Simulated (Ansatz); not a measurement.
# One shape, several levels: triplet Si4H10

Wanted: a comparison of 6 runs (UHF/3-21G, U-revPBE/6-31G*, UB3LYP/6-31G*, UCAM-B3LYP/6-31G*, UMP2/6-31G*) of triplet Si4H10. 

The calculation is run with Ansatz 0.2.0.

37 further runs of the same task are left out: 3 that didn't finish, 34 set aside as unsound or not needed.

## (1) The system as given

Si4H10: 14 atoms, total charge 0, spin state triplet. SMILES of the parent species: `[SiH3][SiH]([SiH3])[SiH3]`. Geometry: relaxed at PBE0-D4/def2-TZVP. That shape belongs to the parent species and isn't relaxed for this state.

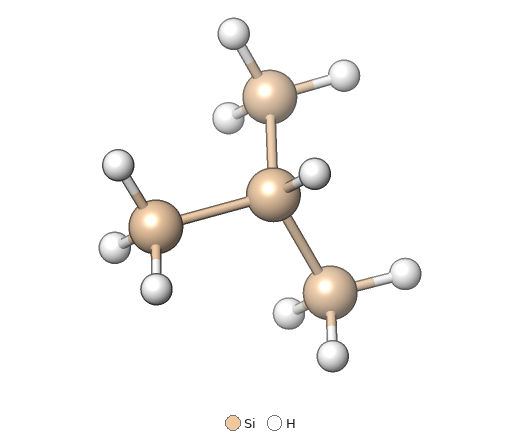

Viewed from a chosen angle; silicon light orange, hydrogen white.

## (2) A single-point energy at UHF/3-21G (run 1)

File job.yaml:

```yaml
crystal:
  periodic: [false, false, false]
  atoms:
    - symbol: Si
      position_ang: [-1.586600, 0.449770, -1.468220]
    - symbol: Si
      position_ang: [-0.437700, -0.033320, 0.509060]
    - symbol: Si
      position_ang: [1.124000, 1.651140, 0.941090]
    - symbol: Si
      position_ang: [0.660040, -2.085920, 0.297480]
    - symbol: H
      position_ang: [-2.588800, -0.607930, -1.768740]
    - symbol: H
      position_ang: [-2.287510, 1.758070, -1.365710]
    - symbol: H
      position_ang: [-0.615640, 0.517850, -2.593590]
    - symbol: H
      position_ang: [-1.409520, -0.107160, 1.639330]
    - symbol: H
      position_ang: [2.091010, 1.722300, -0.187470]
    - symbol: H
      position_ang: [1.875310, 1.366450, 2.193260]
    - symbol: H
      position_ang: [0.452630, 2.971990, 1.075490]
    - symbol: H
      position_ang: [1.404530, -2.417500, 1.542160]
    - symbol: H
      position_ang: [1.628750, -2.008150, -0.829180]
    - symbol: H
      position_ang: [-0.310500, -3.177580, 0.015050]
basis:
  gaussian: {orbitals: 3-21G.json}
magnetization: {spin_polarized: true, initial_magnetization: 2}
hamiltonian: {xc: hf}
accuracy: high
output: {orbitals: {seedname: orbitals}}
```

The basis set 3-21G is read from a file made from the Basis Set Exchange's data (not shown).

Run with:

```bash
$ ansatz run job.yaml --threads 1 --pin off --max-ram 3480MiB --events-out events.jsonl --progress --plain --runs-dir runs
```

Output:

```text
Warning: RAYON_NUM_THREADS=1 ignored (pool sized by the plan → 1); use --threads N
Functional definition: HF
  name "HF"
  exchange = exact_x
  correlation = 0
1738 factors; integrals over basis functions are off by at most 4.4e-9 eV
mean field evaluation 1: about -31430.2819 eV, gradient 1.0e1 eV
mean field evaluation 2: about -31430.2905 eV, gradient 1.0e1 eV
mean field evaluation 4: about -31431.7238 eV, gradient 1.3e0 eV
mean field evaluation 8: about -31431.9557 eV, gradient 5.1e-1 eV
mean field evaluation 16: about -31432.1050 eV, gradient 1.9e-2 eV
mean field evaluation 32: about -31432.0959 eV, gradient 1.7e-1 eV
mean field evaluation 64: about -31431.9598 eV, gradient 3.2e-1 eV
mean field evaluation 96: about -31431.3571 eV, gradient 5.5e-1 eV
mean field evaluation 128: about -31431.4403 eV, gradient 6.8e-1 eV
mean field evaluation 160: about -31431.9158 eV, gradient 3.8e-2 eV
mean field evaluation 192: about -31431.2425 eV, gradient 3.5e0 eV
mean field evaluation 224: about -31431.8163 eV, gradient 2.9e0 eV
mean field evaluation 256: about -31431.9442 eV, gradient 3.0e-1 eV
mean field evaluation 288: about -31431.1635 eV, gradient 2.6e0 eV
mean field evaluation 320: about -31431.6178 eV, gradient 2.8e-1 eV
mean field evaluation 352: about -31432.0925 eV, gradient 4.6e-2 eV
mean field -31432.10540190 eV, -1155.1085680737 hartree, gradient 2.8e-8 eV, S^2 2.014730; 4 other end points of the search recorded, 0 dependent functions left out
reference -31432.10540190 eV, -1155.1085680737 hartree; 34, 32 occupied and 38, 40 virtual orbitals, 1738 factors
Total energy: -31432.10540190 eV, -1155.1085680737 hartree
```

Run time: 12 s. Hardware: 1 thread of Intel Xeon 6975P-C (Granite Rapids), shared host; peak memory 0.3 GiB.

## (3) The energy at U-revPBE/6-31G(d) (spherical functions) (run 2)

File in.yaml:

```yaml
crystal:
  periodic: [false, false, false]
  atoms:
    - {symbol: Si, position_ang: [-1.586600, 0.449770, -1.468220]}
    - {symbol: Si, position_ang: [-0.437700, -0.033320, 0.509060]}
    - {symbol: Si, position_ang: [1.124000, 1.651140, 0.941090]}
    - {symbol: Si, position_ang: [0.660040, -2.085920, 0.297480]}
    - {symbol: H, position_ang: [-2.588800, -0.607930, -1.768740]}
    - {symbol: H, position_ang: [-2.287510, 1.758070, -1.365710]}
    - {symbol: H, position_ang: [-0.615640, 0.517850, -2.593590]}
    - {symbol: H, position_ang: [-1.409520, -0.107160, 1.639330]}
    - {symbol: H, position_ang: [2.091010, 1.722300, -0.187470]}
    - {symbol: H, position_ang: [1.875310, 1.366450, 2.193260]}
    - {symbol: H, position_ang: [0.452630, 2.971990, 1.075490]}
    - {symbol: H, position_ang: [1.404530, -2.417500, 1.542160]}
    - {symbol: H, position_ang: [1.628750, -2.008150, -0.829180]}
    - {symbol: H, position_ang: [-0.310500, -3.177580, 0.015050]}
basis:
  gaussian: {orbitals: 6-31G_st_-spherical.json}
magnetization: {spin_polarized: true, initial_magnetization: 2}
hamiltonian: {xc: {name: revPBE}}
accuracy: high
output: {orbitals: {seedname: orbitals}}
```

The basis set 6-31G* is read from a file made from the Basis Set Exchange's data (not shown).

Run with:

```bash
$ ansatz run in.yaml --threads 1 --pin off --max-ram 3480MiB --events-out events.jsonl --progress --plain --runs-dir runs
```

Output (excerpt; [...] marks lines left out):

```text
Warning: RAYON_NUM_THREADS=1 ignored (pool sized by the plan → 1); use --threads N
Functional definition: revPBE
  name "revPBE"
[...]
2157 factors; integrals over basis functions are off by at most 8.4e-9 eV
[...]
mean field -31658.55795834 eV, -1163.4305460278 hartree, gradient 9.4e-8 eV, S^2 2.004122; 8 other end points of the search recorded, 0 dependent functions left out
reference -31658.55796542 eV, -1163.4305462880 hartree; 34, 32 occupied and 58, 60 virtual orbitals, 2157 factors
Total energy: -31658.55796542 eV, -1163.4305462880 hartree
```

It took 2.1 min on 1 thread of Intel Xeon 6975P-C (Granite Rapids), shared host; peak memory 0.41 GiB.

Run 3 isn't shown in full; the table further down has it.

## (4) A single-point energy at UCAM-B3LYP/6-31G(d) (spherical functions) (run 4)

File run.yaml:

```yaml
crystal:
  periodic: [false, false, false]
  atoms:
    - {symbol: Si, position_ang: [-1.586600, 0.449770, -1.468220]}
    - {symbol: Si, position_ang: [-0.437700, -0.033320, 0.509060]}
    - {symbol: Si, position_ang: [1.124000, 1.651140, 0.941090]}
    - {symbol: Si, position_ang: [0.660040, -2.085920, 0.297480]}
    - {symbol: H, position_ang: [-2.588800, -0.607930, -1.768740]}
    - {symbol: H, position_ang: [-2.287510, 1.758070, -1.365710]}
    - {symbol: H, position_ang: [-0.615640, 0.517850, -2.593590]}
    - {symbol: H, position_ang: [-1.409520, -0.107160, 1.639330]}
    - {symbol: H, position_ang: [2.091010, 1.722300, -0.187470]}
    - {symbol: H, position_ang: [1.875310, 1.366450, 2.193260]}
    - {symbol: H, position_ang: [0.452630, 2.971990, 1.075490]}
    - {symbol: H, position_ang: [1.404530, -2.417500, 1.542160]}
    - {symbol: H, position_ang: [1.628750, -2.008150, -0.829180]}
    - {symbol: H, position_ang: [-0.310500, -3.177580, 0.015050]}
basis:
  gaussian: {orbitals: 6-31G_st_-spherical.json}
accuracy: high
magnetization: {spin_polarized: true, initial_magnetization: 2}
output: {orbitals: {seedname: orbitals}}
hamiltonian: {xc: {name: CAM-B3LYP}}
```

The basis set 6-31G* is read from a file made from the Basis Set Exchange's data (not shown).

Run with:

```bash
$ ansatz run run.yaml --threads 1 --pin off --max-ram 3480MiB --events-out events.jsonl --progress --plain --runs-dir runs
```

Output (excerpt; [...] marks lines left out):

```text
Warning: RAYON_NUM_THREADS=1 ignored (pool sized by the plan → 1); use --threads N
Functional definition: CAM-B3LYP
  name "CAM-B3LYP"
[...]
2157 factors; integrals over basis functions are off by at most 8.4e-9 eV
632 factors; integrals over basis functions are off by at most 1.9e-9 eV
[...]
mean field -31664.74578026 eV, -1163.6579442889 hartree, gradient 3.8e-8 eV, S^2 2.004623; 6 other end points of the search recorded, 0 dependent functions left out
reference -31664.74580841 eV, -1163.6579453234 hartree; 34, 32 occupied and 58, 60 virtual orbitals, 2157 factors
Total energy: -31664.74580841 eV, -1163.6579453234 hartree
```

Wall time 40 s (1 thread of Intel Xeon 6975P-C (Granite Rapids), shared host); peak memory 0.73 GiB.

Run 5 isn't shown in full; the table further down has it.

## (5) The energy at UMP2/6-31G(d) (spherical functions) (run 6)

File job.yaml:

```yaml
crystal:
  periodic: [false, false, false]
  atoms:
    - {symbol: Si, position_ang: [-1.586600, 0.449770, -1.468220]}
    - {symbol: Si, position_ang: [-0.437700, -0.033320, 0.509060]}
    - {symbol: Si, position_ang: [1.124000, 1.651140, 0.941090]}
    - {symbol: Si, position_ang: [0.660040, -2.085920, 0.297480]}
    - {symbol: H, position_ang: [-2.588800, -0.607930, -1.768740]}
    - {symbol: H, position_ang: [-2.287510, 1.758070, -1.365710]}
    - {symbol: H, position_ang: [-0.615640, 0.517850, -2.593590]}
    - {symbol: H, position_ang: [-1.409520, -0.107160, 1.639330]}
    - {symbol: H, position_ang: [2.091010, 1.722300, -0.187470]}
    - {symbol: H, position_ang: [1.875310, 1.366450, 2.193260]}
    - {symbol: H, position_ang: [0.452630, 2.971990, 1.075490]}
    - {symbol: H, position_ang: [1.404530, -2.417500, 1.542160]}
    - {symbol: H, position_ang: [1.628750, -2.008150, -0.829180]}
    - {symbol: H, position_ang: [-0.310500, -3.177580, 0.015050]}
basis:
  gaussian:
    orbitals: 6-31G_st_-spherical.json
correlation:
  method: mp2
  frozen_orbitals: {H: 0, Si: 5}
accuracy: high
magnetization:
  spin_polarized: true
  initial_magnetization: 2
```

The basis set 6-31G* is read from a file made from the Basis Set Exchange's data (not shown).

Run with:

```bash
$ ansatz run job.yaml --threads 1 --pin off --max-ram 3480MiB --events-out events.jsonl --progress --plain --runs-dir runs
```

Output (excerpt; [...] marks lines left out):

```text
Warning: RAYON_NUM_THREADS=1 ignored (pool sized by the plan → 1); use --threads N
Functional definition: HF
  name "HF"
[...]
2157 factors; integrals over basis functions are off by at most 8.4e-9 eV
[...]
mean field -31598.36902554 eV, -1161.2186435447 hartree, gradient 4.8e-8 eV, S^2 2.015073; 33 other end points of the search recorded, 0 dependent functions left out
20 core orbitals not correlated: weight in the atoms' cores, before any rotation towards them, 1.000 or more for the frozen orbitals, at most 0.000 for the correlated occupied ones
reference -31598.36902554 eV, -1161.2186435447 hartree; 14, 12 occupied and 58, 60 virtual orbitals, 2157 factors
second order -8.62914694 eV of doubles, -0.00000000 eV of singles
Total energy: -31606.99817248 eV, -1161.5357588458 hartree
```

Wall time 57 s (1 thread of Intel Xeon 6975P-C (Granite Rapids), shared host); peak memory 0.62 GiB.

## (6) All runs side by side

```csv
run,level,Cartesian functions,frozen core orbitals,energy (Eh),HOMO energy (eV),⟨S²⟩,wall time
1,UHF/3-21G,no,–,-1155.108568,-3.41,2.015,12 s
2,U-revPBE/6-31G* (spherical functions),no,–,-1163.430546,-1.35,2.004,2.1 min
3,UB3LYP/6-31G* (spherical functions),no,–,-1163.751075,-1.79,2.004,78 s
4,UCAM-B3LYP/6-31G* (spherical functions),no,–,-1163.657945,-2.79,2.005,40 s
5,UB3LYP/6-31G* (Cartesian functions),yes,–,-1163.758243,-1.79,2.004,78 s
6,UMP2/6-31G* (spherical functions),no,20,-1161.535759,–,2.015,57 s
```

## (7) Results

| quantity | value |
| --- | --- |
| run 6: total energy | -1161.53576 Eh |
| run 6: correlation energy (20 core orbitals frozen) | -317.1 mEh |
| run 6: ⟨S²⟩ of the reference determinant | 2.015 |

What this shows: Totals of different functionals can't be ranked against each other. All runs together took 6.5 min, the longest 2.1 min.
